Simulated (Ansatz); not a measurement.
The starting structures come from a database of crystals and need not be the phases stable at ambient conditions.

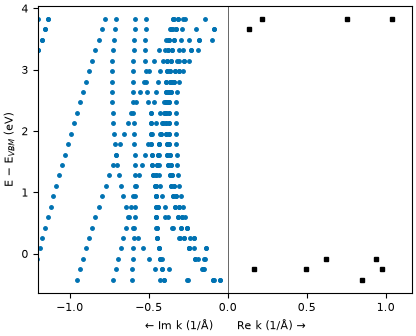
Complex bands at the centre of the two-dimensional zone; r2SCAN in Ansatz (a program for electronic structure)

The gap is the functional's own, uncorrected, and κ follows it; spin-orbit coupling is left out. Mid-gap values are interpolated between the computed energies.

This is SiS$_{2}$ (I-42d, not sure to be the ambient phase, 6 atoms a cell, 22.3 Å³ an atom) along the normal of (100). Read off the slowest decay at the centre of the two-dimensional zone at 1.78 eV, the computed energy nearest the middle of the gap.

κ ≈ 0.33 1/Å, a decay length 1/(2κ) of the density of 1.5 Å.
